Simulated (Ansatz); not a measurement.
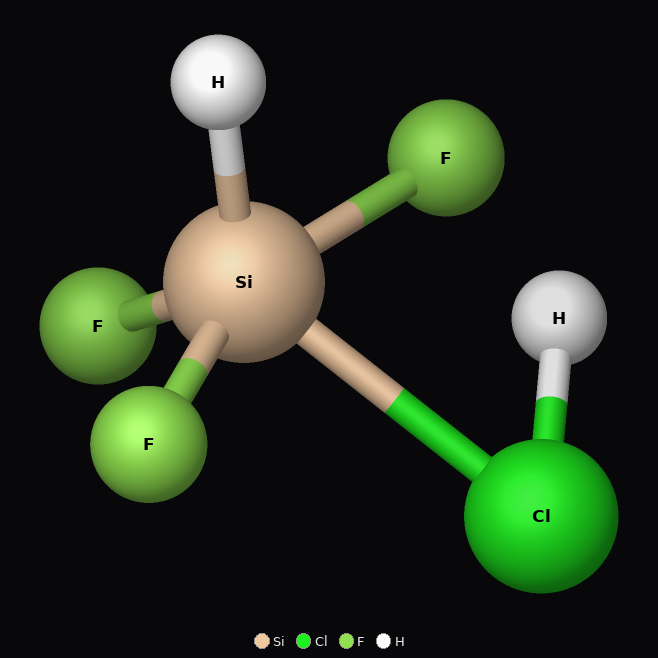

The geometry was computed by a saddle-point search with PBE0-D4/def2-TZVP. Level of theory: CCSD(T)/CBS estimate, frozen core: MP2 correlation extrapolated from def2-TZVPP and def2-QZVPP, CCSD(T) minus MP2 from the smaller set (Ansatz 0.2.0).

Computed properties:

The species is ClF₃H₂Si.
- T1 diagnostic: 0.012
